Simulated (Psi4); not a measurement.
# Si2H3F (SMILES F[Si][SiH3]) at U-wB97X-D/may-cc-pVTZ (density fitting, sweep point 7)

What is the energy change on altering one bond length of Si2H3F at U-wB97X-D/may-cc-pVTZ (density fitting, sweep point 7)? 

The results are computed with Psi4 1.11.

## (1) The system as given

Si2H3F has 6 atoms, charge 0, and is taken as a triplet. As SMILES, `F[Si][SiH3]`. The shape is that of a GFN2-xTB optimisation.

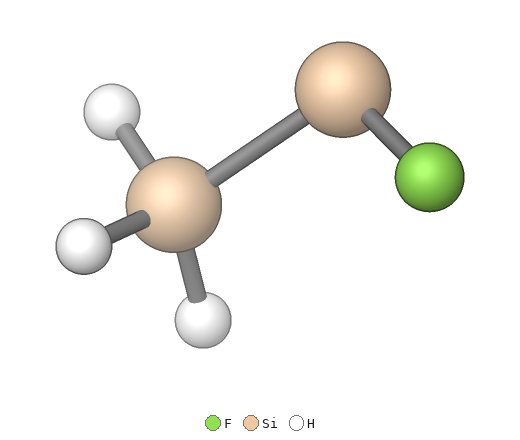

The structure, seen from a chosen angle (fluorine green, silicon light orange, hydrogen white).

## (2) The energy at U-wB97X-D/may-cc-pVTZ (density fitting, sweep point 7)

Contents of job.in:

```
memory 1600 MB

molecule mol {
  0 3
  F      0.57750030    -4.28005960     2.37274012
  Si     2.23507357    -2.19280040     0.70373401
  Si    -0.33419807     1.02065998    -0.51547949
  H     -2.45076691     0.34007511    -2.18471237
  H      1.45756466     2.60171824    -1.90688484
  H     -1.48517356     2.51042557     1.53060257
  units bohr
  symmetry c1
}

set reference uks
set puream true
set scf_type df
set dft_radial_points 99
set dft_spherical_points 590
set maxiter 150

result, w = energy("wb97x-d/may-cc-pVTZ", return_wfn=True)
print_variables()
```

Run with:

```console
$ psi4 -i job.in -o job.out -n 1
```

job.out:

```text
[...]
  Running in c1 symmetry.
[...]
  Nuclear repulsion =  132.965292049810330
[...]
  Multiplicity = 3
[...]
  Nalpha       = 21
  Nbeta        = 19
[...]
    Number of basis functions: 152
[...]
   @DF-UKS iter   1:  -680.52168775158509   -6.26739e-01   3.10999e-03 DIIS/ADIIS
[...]
   @DF-UKS iter   9:  -680.60616318312327   -6.45615e-08   3.29478e-07 DIIS
[...]
   @S^2 Observed:                2.004278676E+00
[...]
    Orbital Energies [Eh]
    ---------------------
    Alpha Occupied:
       1A    -66.340197     2A    -66.301215     3A    -24.806506
       4A     -5.445328     5A     -5.414356     6A     -3.791333
       7A     -3.790979     8A     -3.788748     9A     -3.760605
      10A     -3.757545    11A     -3.757330    12A     -1.284814
      13A     -0.687795    14A     -0.617402    15A     -0.533822
      16A     -0.532189    17A     -0.497447    18A     -0.452286
      19A     -0.448914    20A     -0.342671    21A     -0.267496
    Alpha Virtual:
      22A      0.027931    23A      0.039424    24A      0.055404
      25A      0.062081    26A      0.068176    27A      0.070433
[...]
  @DF-UKS Final Energy:  -680.60616318312327
   => Energetics <=
    Nuclear Repulsion Energy =            132.9652920498103299
    One-Electron Energy =               -1208.3129824624106732
    Two-Electron Energy =                 433.2012714023550188
    DFT Exchange-Correlation Energy =     -38.4582033769085072
    Empirical Dispersion Energy =          -0.0015407959695256
    VV10 Nonlocal Energy =                  0.0000000000000000
    Total Energy =                       -680.6061631831232717
[...]
 Multipole Moments:
 ------------------------------------------------------------------------------------
     Multipole            Electronic (a.u.)      Nuclear  (a.u.)        Total (a.u.)
 ------------------------------------------------------------------------------------
 L = 1.  Multiply by 2.5417464519 to convert [e a0] to [Debye]
 Dipole X            :          2.4556980           -2.2961328            0.1595652
 Dipole Y            :         -5.7730603            6.2376681            0.4646078
 Dipole Z            :          2.7561461           -3.0727639           -0.3166178
 Magnitude           :                                                    0.5844384
[...]
```

Wall time 29 s (1 thread of AMD EPYC 9B14 (Zen 4), shared host); peak memory 1.1 GiB.

## (3) The distorted shape

Contents of fh3si2.dat:

```
memory 1.6 GB

molecule {
  0 3
  F      1.63576772    -3.93977283     3.20734333
  Si     3.29334099    -1.85251364     1.53833722
  Si     0.72406935     1.36094674     0.31912372
  H     -2.45076691     0.34007511    -2.18471237
  H      2.51583207     2.94200500    -1.07228163
  H     -0.42690614     2.85071233     2.36520578
  units au
  symmetry c1
}

set globals {
  basis may-cc-pVTZ
  reference uks
  puream true
  scf_type df
  dft_radial_points 99
  dft_spherical_points 590
  maxiter 150
}

result, w = energy("wb97x-d", return_wfn=True)
print_variables()
```

Run with:

```console
$ psi4 -i fh3si2.dat -o fh3si2.out -n 1
```

fh3si2.out:

```text
[...]
  Running in c1 symmetry.
[...]
  Nuclear repulsion =  130.697967912486575
[...]
  Multiplicity = 3
[...]
  Nalpha       = 21
  Nbeta        = 19
[...]
    Number of basis functions: 152
[...]
   @DF-UKS iter   1:  -680.44824304887868   -7.21590e-01   3.10628e-03 ADIIS/DIIS
[...]
   @DF-UKS iter  11:  -680.53931209303698   -5.10192e-07   6.30296e-07 DIIS
[...]
   @S^2 Observed:                2.030886946E+00
[...]
    Orbital Energies [Eh]
    ---------------------
    Alpha Occupied:
       1A    -66.353431     2A    -66.334122     3A    -24.814183
       4A     -5.457622     5A     -5.441316     6A     -3.803534
       7A     -3.803324     8A     -3.800914     9A     -3.787733
      10A     -3.785013    11A     -3.783951    12A     -1.292008
      13A     -0.686012    14A     -0.616968    15A     -0.540150
      16A     -0.538655    17A     -0.498748    18A     -0.457896
      19A     -0.396399    20A     -0.348398    21A     -0.275390
    Alpha Virtual:
      22A     -0.007508    23A      0.033313    24A      0.040166
      25A      0.054814    26A      0.062654    27A      0.068673
[...]
  @DF-UKS Final Energy:  -680.53931209303698
   => Energetics <=
    Nuclear Repulsion Energy =            130.6979679124865754
    One-Electron Energy =               -1203.3316279831537940
    Two-Electron Energy =                 430.4616935340437749
    DFT Exchange-Correlation Energy =     -38.3660599357035892
    Empirical Dispersion Energy =          -0.0012856207099249
    VV10 Nonlocal Energy =                  0.0000000000000000
    Total Energy =                       -680.5393120930369832
[...]
 Multipole Moments:
 ------------------------------------------------------------------------------------
     Multipole            Electronic (a.u.)      Nuclear  (a.u.)        Total (a.u.)
 ------------------------------------------------------------------------------------
 L = 1.  Multiply by 2.5417464519 to convert [e a0] to [Debye]
 Dipole X            :          3.3653268           -2.8072821            0.5580447
 Dipole Y            :         -5.6182553            6.0733076            0.4550523
 Dipole Z            :          3.4643607           -3.4758821           -0.0115214
 Magnitude           :                                                    0.7201522
[...]
```

Wall time 33 s (1 thread of AMD EPYC 9B14 (Zen 4), shared host); peak memory 1.1 GiB.

## (4) What came out

Level: U-wB97X-D/may-cc-pVTZ (density fitting, sweep point 7).

```
                                                          quantity          value
                                         first shape: total energy  -680.60616 Eh
                                        first shape: dipole moment         1.49 D
                   first shape: HOMO energy (highest over α and β)       -7.28 eV
                    first shape: LUMO energy (lowest over α and β)       -2.51 eV
                                    first shape: dispersion energy   -4.05 kJ/mol
                                                 first shape: ⟨S²⟩          2.004
                                     distorted shape: total energy  -680.53931 Eh
                                    distorted shape: dipole moment         1.83 D
               distorted shape: HOMO energy (highest over α and β)       -7.49 eV
                distorted shape: LUMO energy (lowest over α and β)       -2.86 eV
                                distorted shape: dispersion energy   -3.38 kJ/mol
                                             distorted shape: ⟨S²⟩          2.031
energy change with the Si3–H4 bond stretched from 1.471 to 2.207 Å       1.819 eV
```

**Reading.** With the Si3–H4 bond stretched from 1.471 to 2.207 Å the energy rises by 1.82 eV (176 kJ/mol). The first shape isn't relaxed at this level, so the change isn't measured from a minimum.
